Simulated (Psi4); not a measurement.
# U-r2SCAN/def2-TZVP run of SiNH4 (SMILES [NH][SiH3])

What is the vertical doublet–quartet gap of SiNH4 at U-r2SCAN/def2-TZVP? 

Program for the calculation: Psi4 1.11.

1 further run of the same task is left out (set aside as unsound or not needed).

## (1) Starting point

SiNH4 has 6 atoms, charge 0, and is taken as a doublet. As SMILES, `[NH][SiH3]`. The coordinates come from a PBE0-D4/def2-TZVP relaxation.

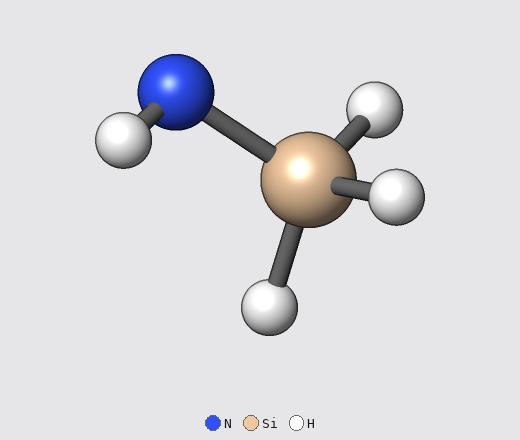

Viewed from a chosen angle; nitrogen blue, silicon light orange, hydrogen white.

## (2) Energy and forces at U-r2SCAN/def2-TZVP

File run.py:

```python
import psi4

psi4.set_memory('2200 MB')
psi4.set_num_threads(1)
psi4.set_output_file('h4nsi.out', False)

molecule = psi4.geometry("""
0 2
N      0.592100    -0.835200     0.909500
Si    -0.203700     0.347600    -0.110000
H      0.922800    -1.640700     0.372700
H     -1.310600    -0.282300    -0.885500
H      0.789500     0.911800    -1.068900
H     -0.748100     1.434800     0.736200
units angstrom
symmetry c1
no_reorient
no_com
""")

options = {'reference': 'uks', 'puream': True, 'e_convergence': 1e-09, 'd_convergence': 1e-08, 'scf_type': 'pk', 'dft_radial_points': 99, 'dft_spherical_points': 590, 'maxiter': 100}
psi4.set_options(options)

e_tot, wfn = psi4.gradient('r2scan/def2-TZVP', return_wfn=True)
psi4.oeprop(wfn, 'QUADRUPOLE', 'MULLIKEN_CHARGES', 'LOWDIN_CHARGES')
print('gradient / Eh bohr^-1')
print(e_tot.np.round(6))
print(f'energy = {wfn.energy():.10f} Eh')
```

Started as:

```
python run.py
```

h4nsi.out, cut to the lines that bear on the results:

```text
[...]
  Running in c1 symmetry.
[...]
  Nuclear repulsion =   56.674425113493072
[...]
  Multiplicity = 2
[...]
  Nalpha       = 13
  Nbeta        = 12
[...]
    Number of basis functions: 92
[...]
   @UKS iter   1:  -346.29763089659843   -2.69255e-01   8.17724e-03 DIIS/ADIIS
[...]
   @UKS iter  14:  -346.55868602985100   -1.80194e-11   8.04611e-09 DIIS
[...]
   @S^2 Observed:                7.558212248E-01
[...]
    Orbital Energies [Eh]
    ---------------------
    Alpha Occupied:
       1A    -65.827493     2A    -14.187098     3A     -5.207801
       4A     -3.549270     5A     -3.548680     6A     -3.547909
       7A     -0.812355     8A     -0.507333     9A     -0.404255
      10A     -0.355275    11A     -0.330947    12A     -0.284057
      13A     -0.271221
    Alpha Virtual:
      14A     -0.003954    15A      0.045395    16A      0.048601
      17A      0.064102    18A      0.085826    19A      0.170208
      20A      0.176449    21A      0.205656    22A      0.216786
      23A      0.240673    24A      0.265217    25A      0.307064
[...]
  @UKS Final Energy:  -346.55868602985100
   => Energetics <=
    Nuclear Repulsion Energy =             56.6744251134930721
    One-Electron Energy =                -590.4727208902015718
    Two-Electron Energy =                 216.4767628983970837
    DFT Exchange-Correlation Energy =     -29.2371531515395340
    Empirical Dispersion Energy =           0.0000000000000000
    VV10 Nonlocal Energy =                  0.0000000000000000
    Total Energy =                       -346.5586860298510032
[...]
  -Total Gradient:
     Atom            X                  Y                   Z
    ------   -----------------  -----------------  -----------------
       1        0.000374293709    -0.000975992308    -0.000271160231
       2        0.000074369103     0.000155975269    -0.000808553446
       3       -0.000385917040     0.000872327788     0.000515624736
       4       -0.000113652490    -0.000293277809     0.000149419163
       5        0.000220881582    -0.000001346040     0.000058323194
       6       -0.000191674606     0.000321069804     0.000437460669
[...]
 Multipole Moments:
 ------------------------------------------------------------------------------------
     Multipole            Electronic (a.u.)      Nuclear  (a.u.)        Total (a.u.)
 ------------------------------------------------------------------------------------
 L = 1.  Multiply by 2.5417464519 to convert [e a0] to [Debye]
 Dipole X            :         -1.7971453            1.7886258           -0.0085195
 Dipole Y            :          0.8898739           -1.0514436           -0.1615697
 Dipole Z            :         -8.0524732            7.5229997           -0.5294735
 Magnitude           :                                                    0.5536421
 L = 2.  Multiply by 1.3450342976 to convert [e a0^2] to [Debye ang]
 Quadrupole XX       :        -40.0369770           24.2374762          -15.7995008
 Quadrupole XY       :         20.6977055          -21.2496301           -0.5519246
[...]
  Mulliken Charges: (a.u.)
   Center  Symbol    Alpha    Beta     Spin     Total
       1     N     4.19662  3.22099  0.97563 -0.41761
       2    SI     6.82055  6.86546 -0.04491  0.31400
       3     H     0.37280  0.40843 -0.03563  0.21877
       4     H     0.54363  0.49613  0.04750 -0.03977
       5     H     0.54803  0.48789  0.06015 -0.03592
       6     H     0.51836  0.52110 -0.00274 -0.03947
   Total alpha = 13.00000, Total beta = 12.00000, Total charge =  0.00000
  Lowdin Charges: (a.u.)
   Center  Symbol    Alpha    Beta     Spin     Total
[...]
```

The script printed:

```text
gradient / Eh bohr^-1
[[ 3.74e-04 -9.76e-04 -2.71e-04]
 [ 7.40e-05  1.56e-04 -8.09e-04]
 [-3.86e-04  8.72e-04  5.16e-04]
 [-1.14e-04 -2.93e-04  1.49e-04]
 [ 2.21e-04 -1.00e-06  5.80e-05]
 [-1.92e-04  3.21e-04  4.37e-04]]
energy = -346.5586860299 Eh
```

Wall time 76 s (1 thread of AMD EPYC 7R43 (Zen 3), shared host); peak memory 1.3 GiB.

## (3) The quartet, same level

File h4nsi.xyz:

```xyz
6
H4NSi
N      0.592100    -0.835200     0.909500
Si    -0.203700     0.347600    -0.110000
H      0.922800    -1.640700     0.372700
H     -1.310600    -0.282300    -0.885500
H      0.789500     0.911800    -1.068900
H     -0.748100     1.434800     0.736200
```

File run.py:

```python
import psi4

psi4.set_memory(2200000000)
psi4.set_num_threads(1)
psi4.core.set_output_file('output.dat', False)

with open('h4nsi.xyz') as f:
    atoms = ''.join(f.readlines()[2:])
geom = psi4.geometry('0 4\n' + atoms + 'symmetry c1')

psi4.set_options({
    'reference': 'uks',
    'puream': True,
    'e_convergence': 1e-09,
    'd_convergence': 1e-08,
    'scf_type': 'pk',
    'dft_radial_points': 99,
    'dft_spherical_points': 590,
    'maxiter': 100,
})

energy_value, wavefunction = psi4.gradient("r2scan/def2-TZVP", return_wfn=True)
psi4.oeprop(wavefunction, "DIPOLE", "LOWDIN_CHARGES", "MULLIKEN_CHARGES", title="R2SCAN")
print('gradient / Eh bohr^-1')
print(energy_value.np.round(6))
print(f'energy = {wavefunction.energy():.10f} Eh')
```

Started as:

```
python run.py
```

output.dat, cut to the lines that bear on the results:

```text
[...]
  Running in c1 symmetry.
[...]
  Nuclear repulsion =   56.674425113493072
[...]
  Multiplicity = 4
[...]
  Nalpha       = 14
  Nbeta        = 11
[...]
    Number of basis functions: 92
[...]
   @UKS iter   1:  -346.10347057808269   -7.50947e-02   7.32199e-03 DIIS/ADIIS
[...]
   @UKS iter  17:  -346.32952703050034   -2.27374e-12   2.89813e-09 DIIS
[...]
   @S^2 Observed:                3.763754404E+00
[...]
  @UKS Final Energy:  -346.32952703050034
   => Energetics <=
    Nuclear Repulsion Energy =             56.6744251134930721
    One-Electron Energy =                -589.1593494875057786
    Two-Electron Energy =                 215.2839107754461736
    DFT Exchange-Correlation Energy =     -29.1285134319338290
    Empirical Dispersion Energy =           0.0000000000000000
    VV10 Nonlocal Energy =                  0.0000000000000000
    Total Energy =                       -346.3295270305003442
[...]
  -Total Gradient:
     Atom            X                  Y                   Z
    ------   -----------------  -----------------  -----------------
       1        0.003103025305    -0.006362267460    -0.004621498069
       2        0.031414834228    -0.055798965353     0.017531579141
       3       -0.022924930972     0.042982576207     0.001131992416
       4       -0.000167946475     0.011817426416    -0.005515805437
       5       -0.010054955265     0.005729585351    -0.004515537727
       6       -0.001172622035     0.001461509752    -0.003478174880
[...]
 Multipole Moments:
 ------------------------------------------------------------------------------------
     Multipole            Electronic (a.u.)      Nuclear  (a.u.)        Total (a.u.)
 ------------------------------------------------------------------------------------
 L = 1.  Multiply by 2.5417464519 to convert [e a0] to [Debye]
 Dipole X            :          0.6845565           -0.5146409            0.1699156
 Dipole Y            :         -0.7553339            0.5335579           -0.2217759
 Dipole Z            :          1.8596265           -1.5189854            0.3406411
 Magnitude           :                                                    0.4405590
[...]
```

On the terminal:

```text
gradient / Eh bohr^-1
[[ 0.003103 -0.006362 -0.004621]
 [ 0.031415 -0.055799  0.017532]
 [-0.022925  0.042983  0.001132]
 [-0.000168  0.011817 -0.005516]
 [-0.010055  0.00573  -0.004516]
 [-0.001173  0.001462 -0.003478]]
energy = -346.3295270305 Eh
```

Wall time 92 s (1 thread of AMD EPYC 7R43 (Zen 3), shared host); peak memory 1.3 GiB.

## (4) What came out

At U-r2SCAN/def2-TZVP:

```
                                        quantity          value
                           doublet: total energy  -346.55869 Eh
                          doublet: dipole moment         1.41 D
     doublet: HOMO energy (highest over α and β)       -6.88 eV
      doublet: LUMO energy (lowest over α and β)       -4.25 eV
                                   doublet: ⟨S²⟩          0.756
               doublet: largest force on an atom     0.056 eV/Å
                           quartet: total energy  -346.32953 Eh
                          quartet: dipole moment         1.12 D
     quartet: HOMO energy (highest over α and β)       -1.80 eV
                                   quartet: ⟨S²⟩          3.764
               quartet: largest force on an atom     3.414 eV/Å
vertical energy of the quartet above the doublet       6.236 eV
```

**Reading.** At this shape the quartet lies 6.24 eV (602 kJ/mol) above the doublet. Mulliken charges (doublet) run from -0.42 on N1 to +0.31 on Si2; they depend strongly on the basis. Mulliken charges (quartet) run from -0.41 on Si2 to +0.32 on N1; they depend strongly on the basis.
